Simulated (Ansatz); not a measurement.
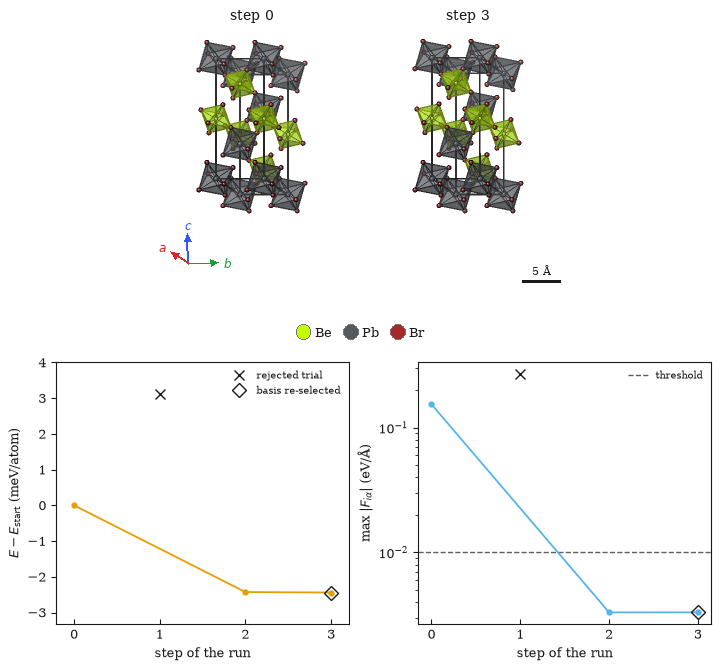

First and last geometry of a relaxation of a crystal of BePbBr₆ (built on the TiCuF6-2 type type), with the history of the run. Style: polyhedral. Shown: the conventional cell (3 times the calculation's cell), from a free direction. Lengths and directions refer to the drawn axes.

The calculation used DFT, r2SCAN+rVV10, plane waves, PAW (Ansatz).

The input:
```yaml
crystal:
  lattice:
    - [6.4859696729, 0.0560338756, -0.048170776]
    - [3.1924459075, 5.6406802594, 0.1040841263]
    - [0.014041888, 3.6080406202, 5.9122679416]
  atoms:
    - { symbol: Be, position: [0.5, 0.0, 0.5] }
    - { symbol: Pb, position: [0.0, 0.0, 0.0] }
    - { symbol: Br, position: [0.1072797949, 0.1646596023, 0.2732724367] }
    - { symbol: Br, position: [0.8927202051, 0.8353403977, 0.7267275633] }
    - { symbol: Br, position: [0.2718516409, 0.1661812327, 0.7266753037] }
    - { symbol: Br, position: [0.7281483591, 0.8338187673, 0.2733246963] }
    - { symbol: Br, position: [0.4379638431, 0.4547875623, 0.2732384759] }
    - { symbol: Br, position: [0.5620361569, 0.5452124377, 0.7267615241] }
kpoints:
  mp_grid: { grid: [4, 6, 4] }
hamiltonian:
  xc: r2scan
  dispersion: rvv10
scf:
  occupations: { method: fermi_dirac, width: 0.03 }
relax:
  f_tol: 0.01
  cell: {}
  max_steps: 120
```

Launched with:
```bash
ansatz run input.yaml --threads 4 --pin off --max-ram 4608MiB --backend cpu --events-out ev --progress --plain --runs-dir out
```

Q: What do the curves and the structures tell?

A: It converged. After 1 accepted move (3 points after the start) the energy has fallen by 2.4 meV per atom. The largest force component goes from 0.15 to 0.0033 eV/Å. Pressure: 0.36 GPa at the start and −0.01 GPa at the end. The line search rejected the trial step at point 1 of the run. At 1 point the geometry stayed and the basis and grid were re-selected for the new cell (energy shift of less than 0.05 meV per atom at most each time). The largest moves relative to the cell, 0.029 Å, are those of Br3, Br4, Br5 and Br6. Br3 goes roughly along [−3 −3 −1]. Be and Pb stay in place. Cell: a 6.485 → 6.466 Å (−0.3 %), b 6.482 → 6.464 Å (−0.3 %), c 17.486 → 17.652 Å (+1.0 %). Volume +0.4 %. Near-neighbour distances that change, for instance: Be1–Br3 2.410 → 2.439 Å, Pb2–Br3 2.800 → 2.781 Å. The space group stays R-3 (No. 148). Cost: 70 s on 4 threads of Arm Neoverse V2, with other jobs on the host, peak memory 1.5 GiB.
